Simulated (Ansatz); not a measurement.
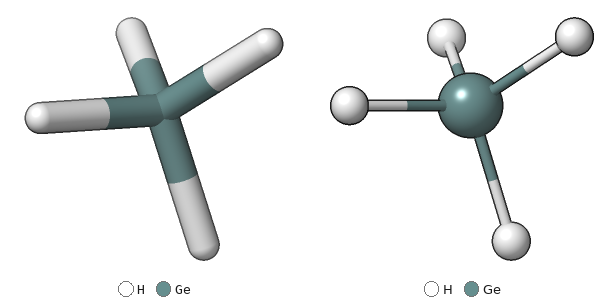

Two views of one molecule.

The computed structure is the end point of a PBE0-D4/def2-TZVP optimisation.

Description:

Formula GeH4. This geometry has Td symmetry. Coordination: 1 Ge tetrahedral.

More results for the same structure follow; atom numbers are the same in all pictures, views and colours differ.

### Charges

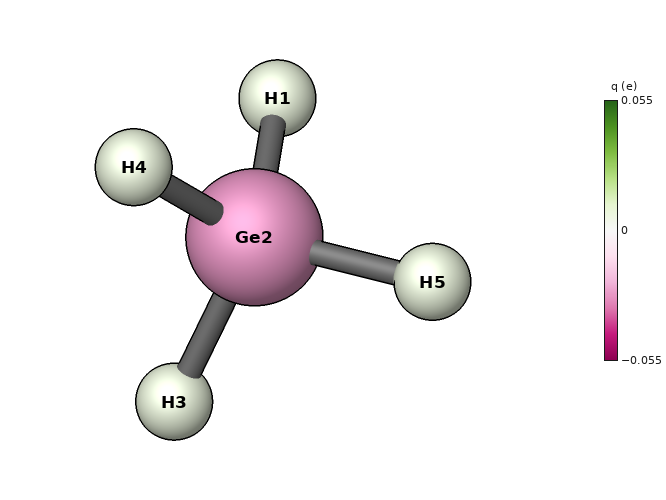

Atoms are coloured by their Mulliken charges. Properties computed with RKS PBE0-D4/def2-TZVP (Ansatz 0.2.0).

List the Mulliken charges.

```tsv
atom	value (e)
H1	0.01
Ge2	−0.03
H3	0.01
H4	0.01
H5	0.01
```

### Vibrations

Harmonic vibrations computed with RKS PBE0-D4/def2-TZVP (Ansatz 0.2.0) at a stationary point of the same level.

List the wavenumbers.

9 modes: 821, 821, 821, 924, 924, 2169, 2175, 2175, 2175 cm⁻¹.

### Thermal motion

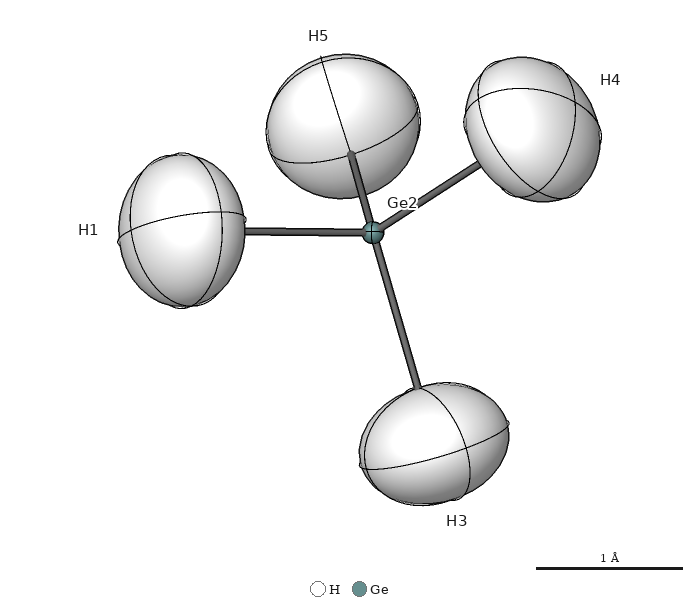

Displacement ellipsoids at the 50 % level, enlarged 3 times, from the internal vibrations of the free molecule (harmonic, no overall translation or rotation; no half-axis is drawn under 0.075 Å). Vibrations computed with RKS PBE0-D4/def2-TZVP (Ansatz 0.2.0). Temperature: 400 K.

Which atom has the largest mean-square displacement?

H1, H3, H4, H5, with U_eq = 0.0112 Å².

Does H3 move more along its bond or across it?

Across it: the root-mean-square amplitude is 0.087 Å along the bond and up to 0.114 Å across, since bending and torsion are softer than stretching.

List U_eq and the three principal root-mean-square amplitudes for each kind of atom.

```
          atom  U_eq (Å²)   rms amplitudes (Å)
H1, H3, H4, H5     0.0112  0.087, 0.114, 0.114
           Ge2    0.00001  0.004, 0.004, 0.004
```

Mulliken values depend strongly on the basis set and can even reverse the polarity of a bond.
